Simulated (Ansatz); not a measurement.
## What x(Ga) = 0.333, 6 atoms, P3m1 does to BAs

The reference is BAs in the zinc blende structure (space group F-43m, No. 216; a = 4.8094 Å).

The other end (x = 1) is GaB in the zinc blende structure (space group F-43m, No. 216; a hypothetical phase, not in the database extracts checked): 15.09 Å³/atom, gap zero; this end may not be an ambient phase.

Modification: Ga replaces 33.3 % of the As, ordered in a cell of 6 atoms (starting symmetry P3m1) and fully relaxed.

The values are results of Kohn–Sham DFT with the PBE functional, run in Ansatz (an electronic-structure program) with PAW and 420 eV plane waves, no spin-orbit coupling, earlier PAW set, not measurements. k-mesh 16×16×6 (Γ-centred); smearing 0.05 eV (Fermi–Dirac), for the changed cell.

The density shrinks by 0.214 g/cm³ (5.12 g/cm³ → 4.90 g/cm³) and the shortest interatomic distance drops by 0.061 Å, from 2.083 Å to 2.022 Å. The band gap becomes zero (base: 1.21 eV) and the mixing energy is -0.02 eV/atom (to 0.01 eV only: unlike meshes or grids) (against an end that may be hypothetical). The mean first-shell distances is As–B 2.062 Å (end compound 2.083 Å), Ga–B 2.196 Å (end compound 2.140 Å).

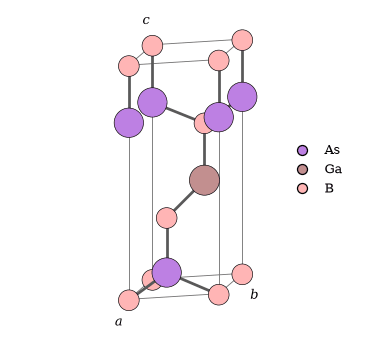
The relaxed conventional cell after the change

Each cell is one ordered arrangement of few atoms, which overstates ordering effects compared with a random alloy. Whether these cells are dynamically stable was not tested. The final runs are not spin-polarised.
